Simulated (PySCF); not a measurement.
# NO (nitric oxide): UCCSD(T)/def2-TZVPPD

Aim: the vertical ionisation energy of NO (nitric oxide) at UCCSD(T)/def2-TZVPPD, from 2 runs. Input form: a Python script.

The results are computed with PySCF 2.14.0.

3 further runs of the same task are left out: 1 that didn't finish, 2 set aside as unsound or not needed. Runs told in other sessions of the task aren't counted.

### 1 Starting point

NO: 2 atoms, total charge 0, spin state doublet. As SMILES, `[N]=O`. The shape is that of a GFN2-xTB optimisation.

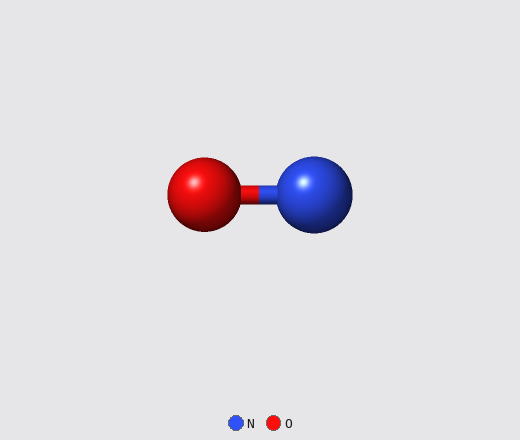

Viewed from a chosen angle; nitrogen blue, oxygen red.

### 2 A single-point energy at UCCSD(T)/def2-TZVPPD

The input, mol.xyz:

```xyz
2

N     -0.490230     0.179450    -0.247330
O      0.490230    -0.179450     0.247330
```

The input, job.py:

```python
from pyscf import gto, scf, cc

mol = gto.M(
    atom='mol.xyz',
    charge=0,
    max_memory=1860,
    spin=1,
    basis='def2-tzvppd',
    verbose=4,
)

mf = scf.UHF(mol)
mf.conv_tol = 1e-10
mf.kernel()
if not mf.converged:
    mf = mf.newton().run(mf.mo_coeff, mf.mo_occ)

mycc = cc.CCSD(mf, frozen=2)
mycc.kernel()
e_t = mycc.ccsd_t()
e_tot = mycc.e_tot + e_t
print('E(%s) = %.9f' % ('CCSD(T)', e_tot))
```

The run is started by

```
$ OMP_NUM_THREADS=1 python job.py
```

The program printed:

```text
PySCF version 2.14.0

[INPUT] num. atoms = 2
[INPUT] num. electrons = 15
[INPUT] charge = 0
[INPUT] spin (= nelec alpha-beta = 2S) = 1
[INPUT] symmetry False subgroup None
[INPUT] Mole.unit = angstrom
[INPUT] Symbol           X                Y                Z      unit          X                Y                Z       unit  Magmom
[INPUT]  1 N     -0.490230000000   0.179450000000  -0.247330000000 AA   -0.926400438046   0.339111353053  -0.467385962389 Bohr   0.0
[INPUT]  2 O      0.490230000000  -0.179450000000   0.247330000000 AA    0.926400438046  -0.339111353053   0.467385962389 Bohr   0.0

nuclear repulsion = 25.6496318634862
number of shells = 27
number of NR pGTOs = 107
number of NR cGTOs = 77
basis = def2-tzvppd
ecp = {}

******** <class 'pyscf.scf.uhf.UHF'> ********
method = UHF
initial guess = minao
damping factor = 0
level_shift factor = 0
DIIS = <class 'pyscf.scf.diis.CDIIS'>
diis_start_cycle = 1
diis_space = 8
diis_damp = 0
SCF conv_tol = 1e-10
SCF conv_tol_grad = None
SCF max_cycles = 50
direct_scf = True
direct_scf_tol = 1e-13
number electrons alpha = 8  beta = 7
Set gradient conv threshold to 1e-05
init E= -129.333151995963

[... the frontier-level lines of each cycle are left out ...]


[... 73 lines left out ...]
converged SCF energy = -129.302491159518  <S^2> = 0.81008168  2S+1 = 2.0592054
[... 12 lines left out ...]
Init t2, MP2 energy = -0.394402729371954
[... 16 lines left out ...]
UCCSD converged
[... 2 lines left out ...]
E(CCSD(T)) = -129.723610934
```

Wall time 22 s (1 thread of Intel Xeon Platinum 8375C at 2.90GHz (Ice Lake), shared host); peak memory 1.5 GiB.

### 3 The singlet cation at the same level

The input, calc.py:

```python
from pyscf import gto, cc

system = gto.M(
    atom=[
    ('N', (-0.490230, 0.179450, -0.247330)),
    ('O', (0.490230, -0.179450, 0.247330)),
],
    max_memory=1860,
    verbose=3,
    basis='def2-tzvppd',
    charge=1,
)

mf = system.RHF()
mf.conv_tol = 1e-10
mf.kernel()
if not mf.converged:
    mf = mf.newton().run(mf.mo_coeff, mf.mo_occ)

mycc = cc.CCSD(mf, frozen=2)
mycc.kernel()
e_t = mycc.ccsd_t()
energy = mycc.e_tot + e_t
print('E = %.10f Eh' % energy)
```

The run is started by

```
$ OMP_NUM_THREADS=1 python calc.py
```

The program printed:

```text
converged SCF energy = -128.926177930723
E(CCSD) = -129.3471383603253  E_corr = -0.4209604296022761
CCSD(T) correction = -0.0247177506958507
E = -129.3718561110 Eh
```

Wall time 4.5 s (1 thread of Intel Xeon Platinum 8375C at 2.90GHz (Ice Lake), shared host); peak memory 0.3 GiB.

### 4 Results

Level: UCCSD(T)/def2-TZVPPD, 2 core orbitals frozen.

| quantity | value |
| --- | --- |
| doublet NO: total energy | -129.72361 Eh |
| doublet NO: dipole moment (Hartree–Fock density) | 0.25 D |
| doublet NO: HOMO energy (Hartree–Fock orbitals) (highest over α and β) | -11.70 eV |
| doublet NO: LUMO energy (Hartree–Fock orbitals) (lowest over α and β) | 2.21 eV |
| doublet NO: correlation energy (2 core orbitals frozen) | -421.1 mEh |
| doublet NO: (T) correction | -18.68 mEh |
| doublet NO: ⟨S²⟩ of the reference determinant | 0.810 |
| doublet NO: T1 diagnostic | 0.032 |
| singlet cation: total energy | -129.37186 Eh |
| singlet cation: HOMO energy (Hartree–Fock orbitals) | -29.74 eV |
| singlet cation: LUMO energy (Hartree–Fock orbitals) | -8.85 eV |
| singlet cation: HOMO–LUMO gap (Hartree–Fock orbitals) | 20.90 eV |
| singlet cation: correlation energy (2 core orbitals frozen) | -445.7 mEh |
| singlet cation: (T) correction | -24.72 mEh |
| singlet cation: T1 diagnostic | 0.023 |
| vertical ionisation energy (to the singlet cation) | 9.572 eV |

In words: Removing an electron at fixed nuclei costs 9.57 eV (221 kcal/mol). The triples (doublet NO) make up 4.4 % of the correlation energy. The T1 diagnostic (singlet cation) of 0.023 is above the customary mark for such species, so a single reference may not serve. The triples (singlet cation) make up 5.5 % of the correlation energy.
